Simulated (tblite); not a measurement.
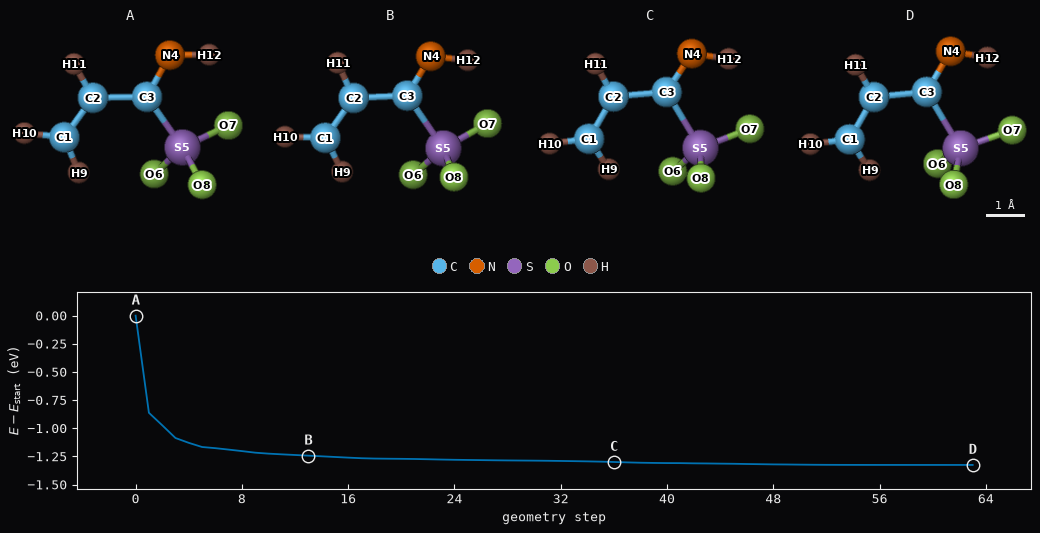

Frames of a relaxation of C$_{3}$H$_{4}$NO$_{3}$S (charge −1), marked on the history of the run. A ball-and-stick model, seen at a tilt.

Method: tblite 0.8.0, GFN2-xTB geometry optimisation, gas phase. 

Q: Describe the path.

A: The largest move after the best rigid fit is that of O8, 0.77 Å. Largest moves by element: O 0.77 Å, H 0.36 Å, N 0.26 Å, C 0.17 Å, S 0.06 Å. Near-neighbour distances that change, for instance: S5–O8 1.670 → 1.463 Å, C3–S5 1.740 → 1.831 Å, C3–N4 1.306 → 1.260 Å, S5–O7 1.509 → 1.465 Å. Among the angles between lasting bonds that change: C3–S5–O8 113.1° → 105.4°, O6–S5–O7 106.2° → 113.8°, C3–N4–H12 116.2° → 108.8°. Groups turn about C3–S5 by about 30°. After 63 geometry steps the energy has fallen by 1.325 eV. Cost: 0.37 s on 1 thread of Arm Neoverse V1 (shared host). From step 0 to 13: O8 moves most (0.30 Å), energy −1.243 eV. From step 13 to 36: O8 moves most (0.35 Å), energy −0.056 eV. From step 36 to 63: O7 moves most (0.30 Å), energy −0.026 eV.
